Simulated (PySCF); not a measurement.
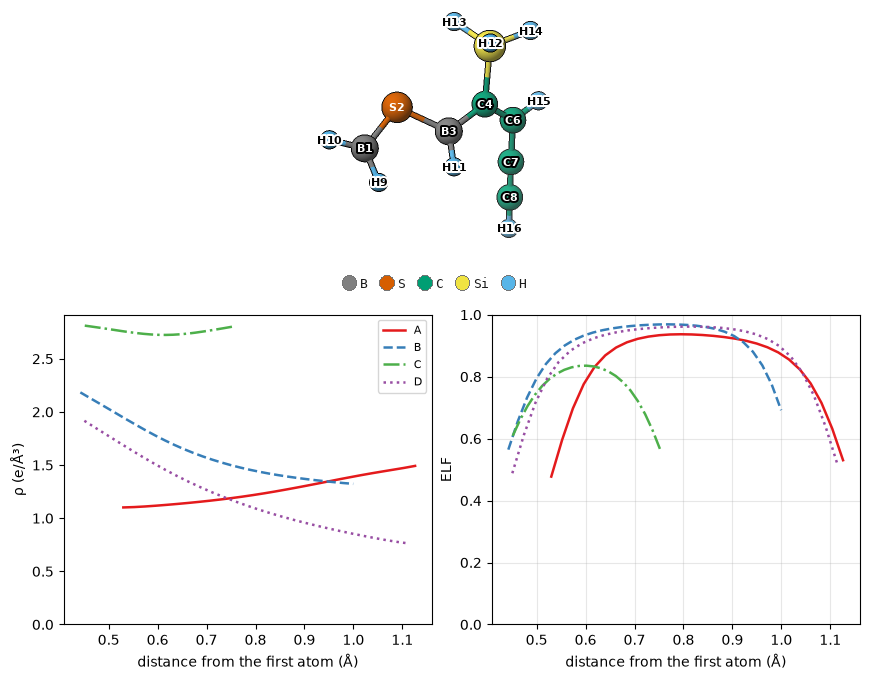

*C$_{4}$H$_{8}$B$_{2}$SSi (SMILES BSB/C([SiH3])=C\C#C). Electron density and ELF along straight lines between neighbouring atoms. The curves leave out the atomic cores. The structure is drawn too.*

Geometry: GFN2-xTB.

All numbers below come from PBE0/pcSseg-1, SCF density, gas phase, non-relativistic in PySCF 2.14.0.

Input file:

```
{"job": {"kind": "nmr", "xc": "PBE0", "basis": "pcSseg-1"}, "charge": 0, "multiplicity": 1}
B      2.255986     2.654360     0.033286
S      0.723760     2.006059     0.626529
B      0.458068     0.480030    -0.300074
C     -0.794136    -0.362655    -0.005458
Si    -2.434521     0.515494     0.359087
C     -0.767146    -1.712339     0.017049
C      0.400355    -2.477072    -0.150023
C      1.387523    -3.150303    -0.289313
H      2.862087     2.090227    -0.789840
H      2.629116     3.656982     0.500081
H      1.233001     0.183270    -1.126412
H     -2.706820     1.485150    -0.705476
H     -2.362601     1.182009     1.658246
H     -3.479044    -0.515082     0.371415
H     -1.663802    -2.294145     0.206828
H      2.250574    -3.733042    -0.417335
```

Run with:

```sh
OMP_NUM_THREADS=1 python probes_run.py task.json out
```

> Which curve belongs to which contact (B–S, C–B, C–C and C–Si)? The first atom named is at distance zero.

Curve A: B–S (1.77 Å): ρ is about 1.3 e/Å³ halfway; the ELF peaks at about 0.95 between the atoms (a covalent bond). Curve B: C–B (1.54 Å): ρ is about 1.5 e/Å³ halfway; the ELF peaks at about 0.95 between the atoms, as expected for a covalent bond. Curve C: C–C (1.20 Å): the density is about 2.7 e/Å³ at the midpoint; the ELF peaks at about 0.85 between the atoms (a multiple bond). Curve D: C–Si (1.90 Å): ρ is about 0.9 e/Å³ halfway; the ELF peaks at about 0.95 between the atoms; a shared electron pair.
